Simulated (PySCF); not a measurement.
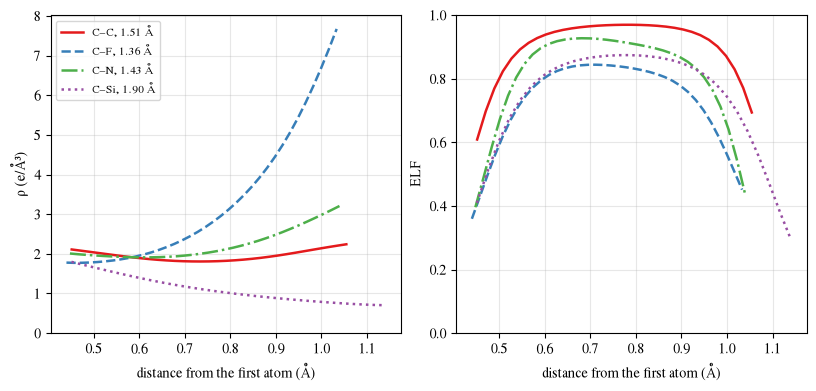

Figure 1: C₄H₈F₃NSi. Total electron density and ELF along straight lines between neighbouring atoms. The curves leave out the atomic cores.

Geometry: GFN2-xTB.

The calculation used PySCF 2.14.0, PBE0/pcSseg-1, SCF density, gas phase, non-relativistic.

```xyz
17

C    -2.2528    0.1086   -0.5513
N    -1.4876   -0.3593    0.5907
C    -0.1247   -0.6749    0.2767
Si    1.1336   -0.5455    1.6953
C     0.8124    0.5471    0.1704
F     0.2054    1.7744    0.3212
C     1.7423    0.6114   -1.0132
F     2.9314    1.1813   -0.6767
F     2.0566   -0.6305   -1.4550
H    -1.8206    1.0434   -0.9039
H    -3.2757    0.2990   -0.2331
H    -2.2641   -0.6092   -1.3856
H    -1.9410   -1.1679    1.0040
H     0.0194   -1.3915   -0.5408
H     0.6048    0.0055    2.9215
H     2.3239   -1.3673    1.6272
H     1.3296    1.1874   -1.8573
```

> What can be read from the curves?

C–C (1.51 Å): ρ is about 1.8 e/Å³ halfway; the ELF peaks at about 0.95 between the atoms: localised, covalent bonding.
C–F (1.36 Å): ρ is about 2.3 e/Å³ halfway, with its minimum of 1.8 e/Å³ about 0.5 Å from C; the ELF peaks at about 0.85 between the atoms: a shared but strongly polarised pair.
C–N (1.43 Å): ρ at the midpoint is about 2 e/Å³; the ELF peaks at about 0.95 between the atoms, as expected for a shared electron pair.
C–Si (1.90 Å): ρ at the midpoint is about 0.83 e/Å³; the ELF peaks at about 0.85 between the atoms (a shared electron pair).
